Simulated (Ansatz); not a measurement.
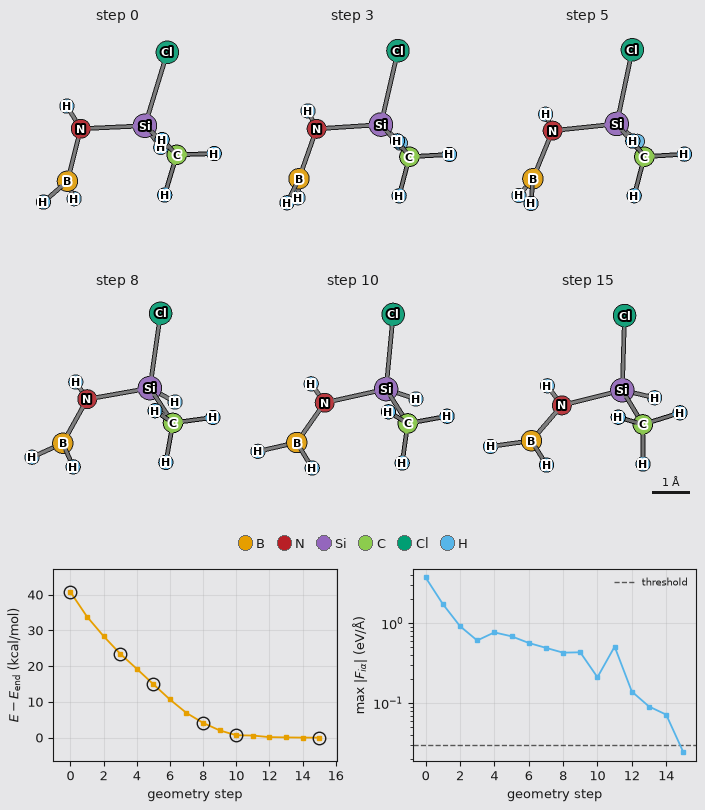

Frames of a relaxation of CH7BClNSi (coarse preliminary run), marked on the history of the run. A ball-and-stick model, seen at a tilt.

The start comes from a force field.

These are results of RKS PBE-D4/def2-SVP (Ansatz), not measurements.

Input
```yaml
crystal:
  periodic: [false, false, false]
  atoms:
    - {symbol: B, position_ang: [-1.876000, 0.195400, 0.327500]}
    - {symbol: N, position_ang: [-0.718600, 1.161700, 0.301100]}
    - {symbol: Si, position_ang: [0.574400, 0.340400, -0.597900]}
    - {symbol: C, position_ang: [1.345400, -1.068300, 0.432300]}
    - {symbol: Cl, position_ang: [2.155600, 1.696400, -0.961200]}
    - {symbol: H, position_ang: [-2.389000, -0.086800, 1.344400]}
    - {symbol: H, position_ang: [-2.408600, -0.094800, -0.692500]}
    - {symbol: H, position_ang: [-0.943400, 2.023100, -0.263000]}
    - {symbol: H, position_ang: [0.115800, -0.153200, -1.830700]}
    - {symbol: H, position_ang: [1.637600, -0.692700, 1.433900]}
    - {symbol: H, position_ang: [2.098700, -1.562700, -0.085900]}
    - {symbol: H, position_ang: [0.485100, -1.813800, 0.625900]}
basis:
  gaussian: {orbitals: def2-SVP}
hamiltonian: {xc: pbe, dispersion: d4}
relax: {f_tol: 0.03, max_steps: 200}
```

Command:
```bash
ansatz run in.yaml --threads 4 --pin off --events-out ev --progress --plain --max-ram 10444MiB
```

Q: Describe the path.

A: H7 moves most after the best rigid fit: 1.74 Å. By element the largest moves are H 1.74 Å, N 0.80 Å, Cl 0.48 Å, B 0.27 Å, Si 0.21 Å, C 0.17 Å. Among the contacts that change: B1–N2 1.508 → 1.411 Å, Si3–H9 1.405 → 1.501 Å, C4–H11 1.039 → 1.109 Å, C4–H12 1.155 → 1.108 Å. Among the angles between lasting bonds that change: B1–N2–Si3 105.7° → 128.2°, Si3–N2–H8 105.2° → 115.3°, H10–C4–H11 114.9° → 108.5°. Over 15 geometry steps the energy falls by 40.7 kcal/mol. The largest force component goes from 3.8 to 0.024 eV/Å. From step 0 to 3: H atoms move most (0.32 Å), energy −17.3 kcal/mol. From step 3 to 5: H7 moves most (0.39 Å), energy −8.53 kcal/mol. From step 5 to 8: H7 moves most (0.57 Å), energy −10.8 kcal/mol. From step 8 to 10: H7 moves most (0.38 Å), energy −3.46 kcal/mol. From step 10 to 15: H10 moves most (0.23 Å), energy −0.68 kcal/mol.
